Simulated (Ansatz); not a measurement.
# CH₇Al₂B: single-point calculation

CH₇Al₂B, SMILES [BH2][AlH][AlH][CH3], computed with RKS PBE0-D4/def2-TZVPP (Ansatz 0.2.0).

The geometry comes from this level: PBE0-D4/def2-TZVP.

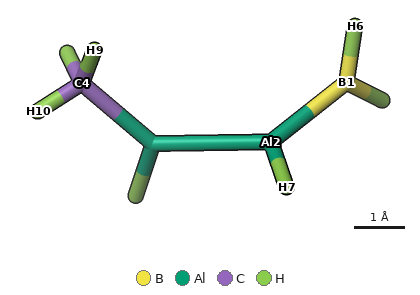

*The input geometry (stick view, seen on its broad side; atoms are numbered from 1 in the order of the input). Sticks mark near contacts.*

Bond lengths as drawn: Al–Al 2.60 Å, Al–B 2.10 Å, Al–C 1.96 Å, Al–H 1.60 Å, B–H 1.20 Å and C–H 1.09 to 1.10 Å.

## Summary

```csv
quantity,value
outcome,converged
total energy,−15011.8312 eV
mean-field energy,−15011.6829 eV
dispersion energy,−0.1483 eV
SCF solution under orbital rotations,stable
HOMO,−6.43 eV
LUMO,−2.34 eV
hardware,"2 threads of Arm Neoverse V1, 23 GiB of memory available, shared host"
wall time,4.3 s (CPU time 8.2 s)
peak memory,0.52 GiB
```

## The input
```yaml
crystal:
  periodic: [false, false, false]
  atoms:
    - {symbol: B, position_ang: [-1.824203, 2.357258, -0.145000]}
    - {symbol: Al, position_ang: [0.080813, 1.582881, -0.589215]}
    - {symbol: Al, position_ang: [0.524955, -0.979309, -0.680762]}
    - {symbol: C, position_ang: [1.048534, -2.059520, 0.870242]}
    - {symbol: H, position_ang: [-2.658876, 2.555598, -0.986010]}
    - {symbol: H, position_ang: [-2.191782, 2.568496, 0.979378]}
    - {symbol: H, position_ang: [1.286898, 2.597756, -0.875406]}
    - {symbol: H, position_ang: [0.347705, -1.766442, -2.063484]}
    - {symbol: H, position_ang: [1.204756, -1.487620, 1.786870]}
    - {symbol: H, position_ang: [1.968772, -2.612971, 0.652764]}
    - {symbol: H, position_ang: [0.277827, -2.813125, 1.071221]}
basis:
  gaussian: {orbitals: def2-TZVPP}
hamiltonian: {xc: pbe0, dispersion: d4}
output: {orbitals: {seedname: orbitals}}
```

Command:
```bash
ansatz run in.yaml --threads 2 --pin off --events-out ev --progress --plain --max-ram 4352MiB
```

## The program's output
```
Functional definition: PBE0
  name "PBE0"
  cite "Adamo & Barone, J. Chem. Phys. 110, 6158 (1999) doi:10.1063/1.478522"
  cite "Perdew, Burke & Ernzerhof, Phys. Rev. Lett. 77, 3865 (1996) doi:10.1103/PhysRevLett.77.3865"
  parent pbe
  parameter a = 0.25
  parameter kappa = 0.804
  parameter beta = 0.06672455060314922
  exchange = (1 - a)*pbe_x(kappa = kappa, mu = beta*pi^2/3) + a*exact_x
  correlation = pbe_c(beta = beta)
1362 factors; their error is unknown
mean field evaluation 1: about -15003.8976 eV, gradient 5.6e1 eV
mean field evaluation 2: about -14999.1639 eV, gradient 6.4e1 eV
mean field evaluation 4: about -15011.6507 eV, gradient 2.5e0 eV
mean field evaluation 8: about -15011.6731 eV, gradient 2.9e-2 eV
mean field evaluation 16: about -15011.6828 eV, gradient 7.7e-5 eV
mean field -15011.68284105 eV, -551.6691691246 hartree, gradient 7.7e-5 eV, S^2 0.000000; 0 other end points of the search recorded, 0 dependent functions left out
reference -15011.68288586 eV, -551.6691707713 hartree; 22, 22 occupied and 222, 222 virtual orbitals, 1362 factors
Total energy: -15011.83116977 eV, -551.6746201045 hartree
```

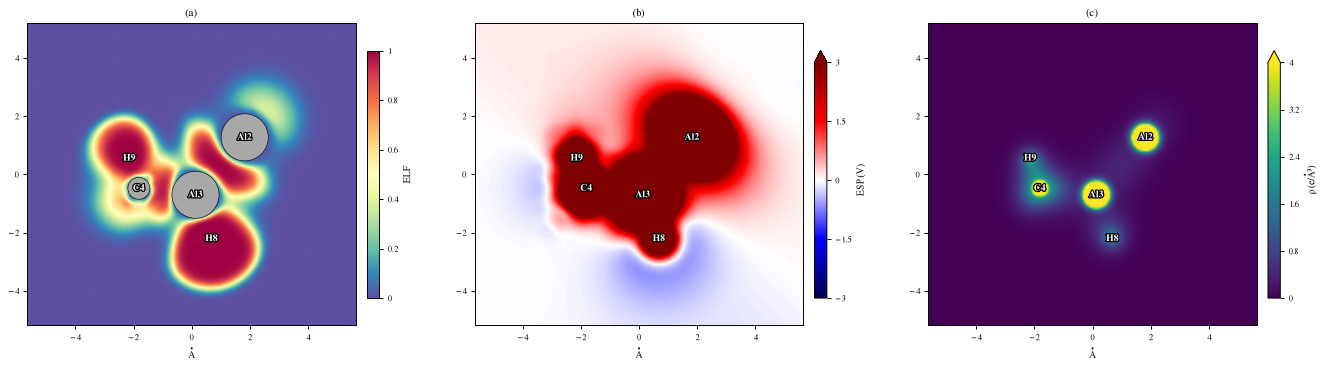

*(a) electron localisation function; (b) molecular electrostatic potential; (c) total electron density on the plane of atoms C4, Al3 and H8. Grey discs, where drawn, cover atomic cores.*

The plane passes through Al, C and H nuclei.

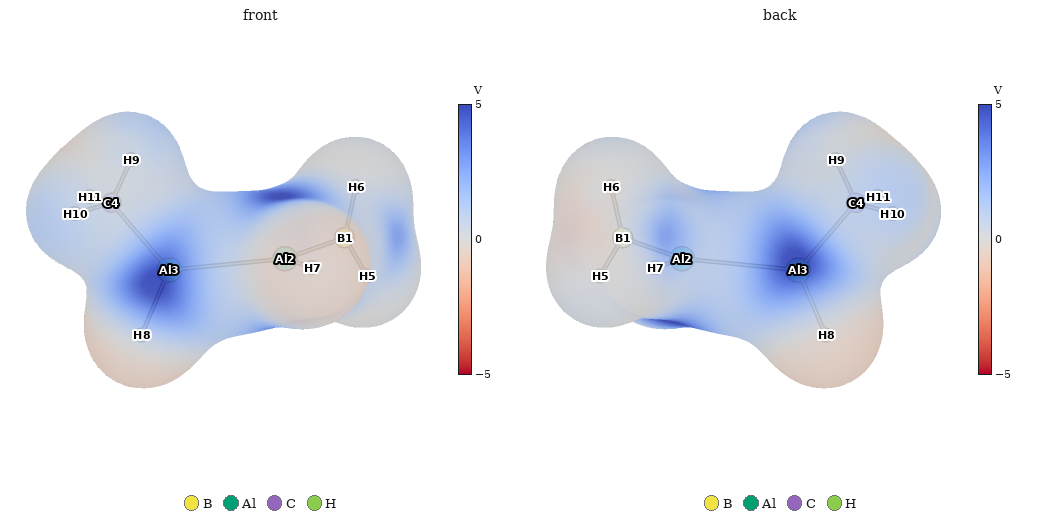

*The molecular electrostatic potential painted on the density surface at 0.004 e/bohr³, seen at a tilt and from behind; the colour scale runs from red (negative) to blue (positive).*

A positive charge is drawn to the negative regions and a negative charge to the positive ones.

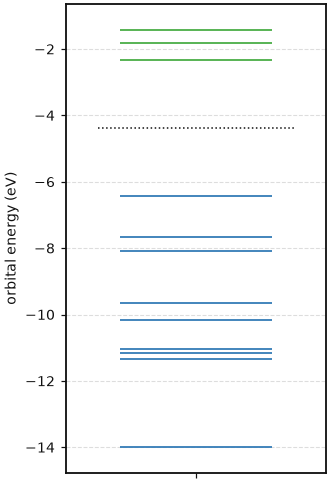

*Orbital energies near the frontier; the dotted line parts filled from empty levels, and levels within 0.02 eV of each other stand side by side.*

Highest filled −6.43 eV, lowest empty −2.34 eV, 4.09 eV apart.
